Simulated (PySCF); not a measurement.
# HfO(OH)2: relaxation and vibrations of the singlet

The task is one start of a wider search on HfO(OH)2: the singlet, from a trigonal pyramidal start. It is relaxed, tested by its Hessian and followed downhill if it is a saddle.

The runs use PySCF 2.14.0; PBE0, basis Hf def2-TZVP with ECP60, O def2-TZVP, H def2-TZVP, scalar-relativistic core potentials, no spin–orbit coupling, density fitting.

### Step 1. The system as given

6 atoms, charge 0, spin multiplicity 1.

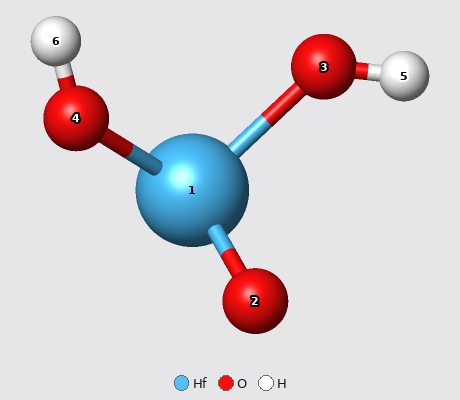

As it starts; hafnium blue, oxygen red, hydrogen white; atoms are numbered from 1 in the order of the file.

```xyz
6
charge 0 multiplicity 1
Hf    0.0000    0.0000    0.0000
O     1.6335    0.0000    0.8685
O    -0.9492    1.6440    1.0094
O    -0.9492   -1.6440    1.0094
H    -0.5847    2.4836    1.2991
H    -1.8585   -1.7482    1.2991
```

### Step 2. First SCF at the start

One driver script runs all steps and calls PySCF; scf.py shows how it sets up the SCF of each step. The optimiser is the driver's own. After this first run the driver tries any further starts and a stability analysis.

scf.py reads:

```python
from pyscf import gto, scf, dft
mol = gto.M(atom='''
Hf     0.000000     0.000000     0.000000
O      1.633500     0.000000     0.868500
O     -0.949200     1.644000     1.009400
O     -0.949200    -1.644000     1.009400
H     -0.584700     2.483600     1.299100
H     -1.858500    -1.748200     1.299100''',
    basis={'Hf': 'def2-TZVP', 'O': 'def2-TZVP', 'H': 'def2-TZVP'},
    ecp={'Hf': 'def2-TZVP'},
    charge=0, spin=0)
mf = dft.RKS(mol, xc='PBE0')
mf.grids.atom_grid = (50, 194)
aux = {'Hf': 'def2-universal-JKFIT', 'O': 'def2-universal-JKFIT', 'H': 'def2-universal-JKFIT'}
mf = mf.density_fit(auxbasis=aux)
mf.conv_tol = 1e-08
mf.diis_space = 10
mf.max_cycle = 60
mf.init_guess = 'minao'
mf.verbose = 4
mf.kernel()
```

The run is started by

```
$ OMP_NUM_THREADS=4 python axn.py task.json out
```

The runs that follow: Trigonal pyramidal start, singlet: relaxation; Is it a minimum? Harmonic modes.

Before running it: what results should come out? Wanted: minimum; geometry; wavenumbers; dipole moment; highest occupied, lowest empty level; polar-tensor charge of Hf1; zero-point energy; atomisation energy.

As calculated:

| quantity | value |
| --- | --- |
| minimum | singlet, Cs |
| geometry | Hf–O 1.766 Å, Hf–O 1.962 Å (×2), O–H 0.956 Å (×2); H–O–Hf 134.0° (×2), O–Hf–O 111.6° (×2), O–Hf–O 114.4° |
| wavenumbers (cm⁻¹) | 110 (a'), 176 (a'), 202 (a''), 402 (a'), 415 (a''), 496 (a''), 519 (a'), 651 (a''), 657 (a'), 923 (a'), 3955 (a''), 3958 (a') |
| dipole moment | 3.47 D |
| highest occupied, lowest empty level | -7.91, -2.61 eV |
| polar-tensor charge of Hf1 | +2.29 e |
| zero-point energy | 74.5 kJ/mol |
| entropy at 298.15 K | 333.9 J/(mol K) |
| atomisation energy (no zero-point energy) | 2604 kJ/mol |

The trigonal pyramidal start (C1) ends in a minimum of Cs symmetry. The strongest infrared band lies at 402 cm⁻¹ (a'). Only this shape and spin were tried, so other structures or states may lie lower. Spin–orbit coupling, left out here, can matter for elements this heavy.
